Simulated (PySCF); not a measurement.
C5H7O4 (charge −1)

```yaml
atoms:
  - { symbol: C, position_ang: [-1.0435, -0.6870, -0.8727] }
  - { symbol: C, position_ang: [-0.1742, -0.0610, 0.2210] }
  - { symbol: C, position_ang: [-0.9021, -0.0102, 1.5604] }
  - { symbol: O, position_ang: [1.0670, -0.7172, 0.3740] }
  - { symbol: C, position_ang: [1.9595, -0.2658, -0.6267] }
  - { symbol: O, position_ang: [1.8892, -0.6814, -1.7763] }
  - { symbol: C, position_ang: [0.2478, 1.3716, -0.2269] }
  - { symbol: O, position_ang: [-0.5292, 2.3099, -0.2041] }
  - { symbol: O, position_ang: [1.4762, 1.3859, -0.5705] }
  - { symbol: H, position_ang: [-0.4315, -0.8172, -1.7630] }
  - { symbol: H, position_ang: [-1.4150, -1.6597, -0.5500] }
  - { symbol: H, position_ang: [-1.8807, -0.0274, -1.0920] }
  - { symbol: H, position_ang: [-1.2956, -0.9916, 1.8214] }
  - { symbol: H, position_ang: [-1.7175, 0.7060, 1.4854] }
  - { symbol: H, position_ang: [-0.2133, 0.3124, 2.3381] }
  - { symbol: H, position_ang: [2.9552, -0.1581, -0.1295] }
```

Geometry: GFN2-xTB.

All numbers below come from CAM-B3LYP/def2-SVPD, SCF density, gas phase (PySCF).

Predict the electron density and electron localisation function between the atoms.

C–O (1.22 Å): the density is about 3.3 e/Å³ at the midpoint; the ELF peaks at about 0.85 between the atoms: a short, multiple covalent bond.
C–O (1.28 Å): ρ at the midpoint is about 2.9 e/Å³; the ELF peaks at about 0.90 between the atoms, as expected for a polar covalent bond.

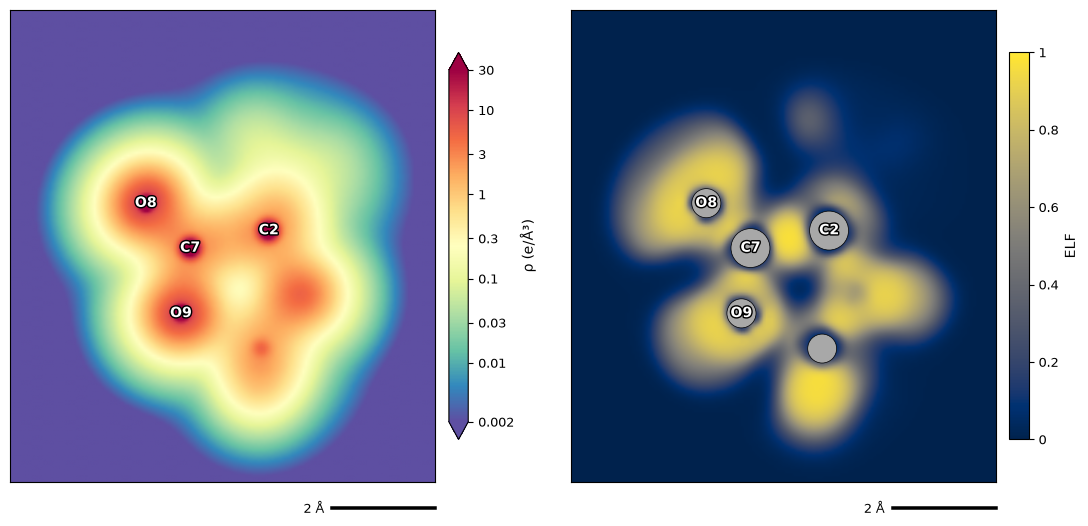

Computed electron density and electron localisation function on the plane of atoms O8, C7 and O9, in this order. Grey discs cover the atomic cores in the ELF map. 
